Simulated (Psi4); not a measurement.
# C2H4Si (SMILES C#C[SiH3]) at TPSSh/6-311+G(d,p)

What is the vertical ionisation energy of C2H4Si at TPSSh/6-311+G**? 

The calculation is run with Psi4 1.11.

### 1 The system as given

C2H4Si has 7 atoms, charge 0, and is taken as a singlet. SMILES: `C#C[SiH3]`. The coordinates come from a PBE0-D4/def2-TZVP relaxation.

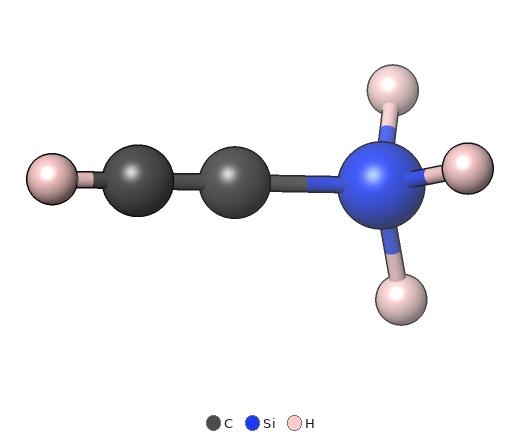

Viewed from a chosen angle; carbon dark grey, silicon blue, hydrogen pink.

### 2 A single-point energy at TPSSh/6-311+G(d,p)

Input file job.json:

```json
{
 "schema_name": "qcschema_input",
 "schema_version": 1,
 "molecule": {
  "schema_name": "qcschema_molecule",
  "schema_version": 2,
  "symbols": ["C", "C", "Si", "H", "H", "H", "H"],
  "geometry": [-1.09736396, -3.53643347, 0.32541084, -0.41290516, -1.37288603, 0.11791891, 0.62323168, 1.89785195, -0.19615357, -1.70264324, -5.44902528, 0.50890325, -0.17857912, 2.88806844, -2.69285973, -0.53233585, 3.43571107, 1.842294, 3.41643586, 2.0085899, 0.00831479],
  "molecular_charge": 0,
  "molecular_multiplicity": 1,
  "fix_symmetry": "c1",
  "fix_com": true,
  "fix_orientation": true
 },
 "driver": "energy",
 "model": {
  "method": "tpssh",
  "basis": "6-311+G**"
 },
 "keywords": {
  "reference": "rks",
  "puream": true,
  "e_convergence": 1e-09,
  "d_convergence": 1e-08,
  "scf_type": "pk",
  "dft_radial_points": 99,
  "dft_spherical_points": 590
 }
}
```

On the command line:

```bash
$ psi4 --qcschema job.json -n 1 --memory 1600MB
```

stdout:

```text
[...]
  Running in c1 symmetry.
[...]
  Nuclear repulsion =   83.047890723121355
[...]
  Multiplicity = 1
[...]
  Nalpha       = 15
  Nbeta        = 15
[...]
    Number of basis functions: 98
[...]
   @RKS iter   1:  -367.82737426779613   -4.57600e-01   7.33172e-03 DIIS/ADIIS
[...]
   @RKS iter  10:  -368.09216575866918   -5.54223e-11   8.27230e-09 DIIS
[...]
    Orbital Energies [Eh]
    ---------------------
    Doubly Occupied:
       1A    -65.986157     2A    -10.122604     3A    -10.106803
       4A     -5.227000     5A     -3.575203     6A     -3.573772
       7A     -3.573772     8A     -0.737450     9A     -0.571116
      10A     -0.513959    11A     -0.392847    12A     -0.354516
      13A     -0.354500    14A     -0.279960    15A     -0.279958
[...]
  @RKS Final Energy:  -368.09216575866918
   => Energetics <=
    Nuclear Repulsion Energy =             83.0478907231213554
    One-Electron Energy =                -670.4673440934162727
    Two-Electron Energy =                 249.3565006515095774
    DFT Exchange-Correlation Energy =     -30.0292130398838282
    Empirical Dispersion Energy =           0.0000000000000000
    VV10 Nonlocal Energy =                  0.0000000000000000
    Total Energy =                       -368.0921657586691822
[...]
 Multipole Moments:
 ------------------------------------------------------------------------------------
     Multipole            Electronic (a.u.)      Nuclear  (a.u.)        Total (a.u.)
 ------------------------------------------------------------------------------------
 L = 1.  Multiply by 2.5417464519 to convert [e a0] to [Debye]
 Dipole X            :         -0.7066502            0.6665064           -0.0401437
 Dipole Y            :         -0.1248222           -0.0026456           -0.1274678
 Dipole Z            :          0.4317971           -0.4195192            0.0122779
 Magnitude           :                                                    0.1342025
[...]
```

The result, in JSON:

```text
{
 "driver": "energy",
 "model": {
  "method": "tpssh",
  "basis": "6-311+G**"
 },
 "success": true,
 "return_result": -368.0921657586692,
 "properties": {
  "calcinfo_nbasis": 98,
  "calcinfo_nmo": 98,
  "calcinfo_nalpha": 15,
  "calcinfo_nbeta": 15,
  "calcinfo_natom": 7,
  "nuclear_repulsion_energy": 83.04789072312136,
  "return_energy": -368.0921657586692,
  "scf_one_electron_energy": -670.4673440934163,
  "scf_two_electron_energy": 249.35650065150958,
  "scf_xc_energy": -30.029213039883828,
  "scf_dipole_moment": [-0.040143721682340594, -0.12746780135413033, 0.012277932084180099],
  "scf_total_energy": -368.0921657586692,
  "scf_iterations": 10
 }
}
```

Wall time 45 s (1 thread of AMD EPYC 7R43 (Zen 3), shared host); peak memory 0.84 GiB.

### 3 The doublet cation: energy and forces at UTPSSh/6-311+G(d,p)

Input file job.in:

```
memory 1600 mb

molecule geom {
  1 2
  C     -0.580700    -1.871400     0.172200
  C     -0.218500    -0.726500     0.062400
  Si     0.329800     1.004300    -0.103800
  H     -0.901000    -2.883500     0.269300
  H     -0.094500     1.528300    -1.425000
  H     -0.281700     1.818100     0.974900
  H      1.807900     1.062900     0.004400
  symmetry c1
}

set basis 6-311+G**
set reference uks
set puream true
set e_convergence 1e-09
set d_convergence 1e-08
set scf_type pk
set dft_radial_points 99
set dft_spherical_points 590
set maxiter 100

e, wfn = gradient('tpssh', return_wfn=True)
oeprop(wfn, 'QUADRUPOLE', 'LOWDIN_CHARGES', 'MULLIKEN_CHARGES', title='TPSSH')
```

On the command line:

```bash
$ psi4 -i job.in -o job.out -n 1
```

job.out, cut to the lines that bear on the results:

```text
[...]
  Running in c1 symmetry.
[...]
  Nuclear repulsion =   83.047890735857266
[...]
  Multiplicity = 2
[...]
  Nalpha       = 15
  Nbeta        = 14
[...]
    Number of basis functions: 98
[...]
   @UKS iter   1:  -367.41632577483438   -4.65472e-02   7.02672e-03 DIIS/ADIIS
[...]
   @UKS iter  28:  -367.70648853303970   -1.18234e-11   3.60191e-09 DIIS
[...]
   @S^2 Observed:                7.550655001E-01
[...]
  @UKS Final Energy:  -367.70648853303970
   => Energetics <=
    Nuclear Repulsion Energy =             83.0478907358572656
    One-Electron Energy =                -662.9230448494552093
    Two-Electron Energy =                 241.9283390898597190
    DFT Exchange-Correlation Energy =     -29.7596735093014004
    Empirical Dispersion Energy =           0.0000000000000000
    VV10 Nonlocal Energy =                  0.0000000000000000
    Total Energy =                       -367.7064885330397033
[...]
  -Total Gradient:
     Atom            X                  Y                   Z
    ------   -----------------  -----------------  -----------------
       1        0.022508666823     0.071159628407    -0.006853151749
       2       -0.020352681334    -0.068913899147     0.009783471893
       3       -0.014995008713    -0.020468283278    -0.016476388854
       4        0.002069085131     0.006565024883    -0.000648284724
       5        0.005091383964     0.002763924289     0.008844340754
       6        0.005879342495     0.003346290737     0.001259747090
       7       -0.000200790292     0.005547141151     0.004089664070
[...]
 Multipole Moments:
 ------------------------------------------------------------------------------------
     Multipole            Electronic (a.u.)      Nuclear  (a.u.)        Total (a.u.)
 ------------------------------------------------------------------------------------
[...]
  Mulliken Charges: (a.u.)
   Center  Symbol    Alpha    Beta     Spin     Total
       1     C     3.19407  2.69862  0.49545  0.10732
       2     C     3.11355  2.81468  0.29887  0.07177
       3    SI     6.74295  6.75556 -0.01261  0.50150
       4     H     0.36845  0.38928 -0.02083  0.24227
       5     H     0.55463  0.39557  0.15906  0.04979
       6     H     0.51312  0.47325  0.03987  0.01363
       7     H     0.51324  0.47304  0.04019  0.01372
   Total alpha = 15.00000, Total beta = 14.00000, Total charge =  1.00000
  Lowdin Charges: (a.u.)
[...]
```

Wall time 2.8 min (1 thread of AMD EPYC 7R43 (Zen 3), shared host); peak memory 0.84 GiB.

### 4 Summary of results

Level: TPSSh/6-311+G**.

| quantity | value |
| --- | --- |
| singlet C2H4Si: total energy | -368.09217 Eh |
| singlet C2H4Si: dipole moment | 0.34 D |
| singlet C2H4Si: HOMO energy | -7.62 eV |
| singlet C2H4Si: LUMO energy | -0.49 eV |
| singlet C2H4Si: HOMO–LUMO gap | 7.13 eV |
| doublet cation: total energy | -367.70649 Eh |
| doublet cation: HOMO energy (highest over α and β) | -14.39 eV |
| doublet cation: LUMO energy (lowest over α and β) | -13.29 eV |
| doublet cation: ⟨S²⟩ | 0.755 |
| doublet cation: largest force on an atom | 3.854 eV/Å |
| vertical ionisation energy (to the doublet cation) | 10.495 eV |

The vertical ionisation energy comes to 10.49 eV (242 kcal/mol). The negative HOMO energy of the first species, 7.62 eV, lies 2.88 eV below that difference.
